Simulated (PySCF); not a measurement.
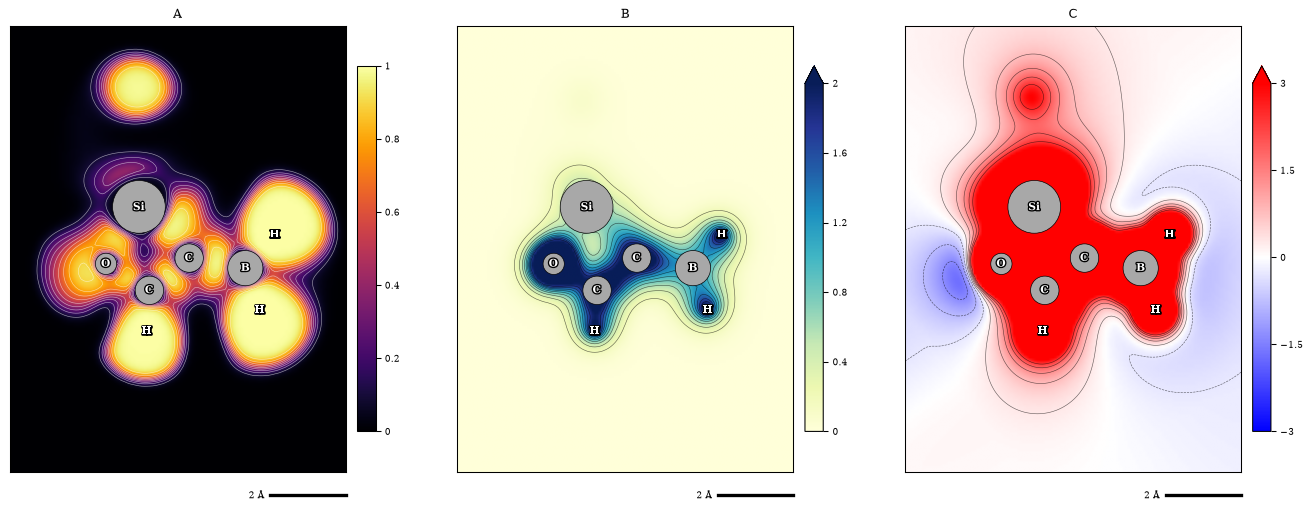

C$_{4}$H$_{7}$BOSi: 3 fields on the plane of atoms H8, B1 and H9, with unlabelled colour scales. Grey discs cover the atomic cores.

Geometry: GFN2-xTB.

These are results of CAM-B3LYP/def2-SVPD, SCF density, gas phase in PySCF, not measurements.

### The panels show electron density, electron localisation function and electrostatic potential in some order. Assign them.

Panel A: electron localisation function. Panel B: electron density. Panel C: electrostatic potential (strongly positive close to the atoms, with negative regions outside electron-rich atoms). From the grid: C–O (1.35 Å): ρ at the midpoint is about 2.4 e/Å³; the ELF peaks at about 0.90 between the atoms, as expected for a shared but strongly polarised pair. C–B (1.51 Å): ρ is about 1.5 e/Å³ halfway; the ELF peaks at about 0.95 between the atoms, as expected for a covalent bond.
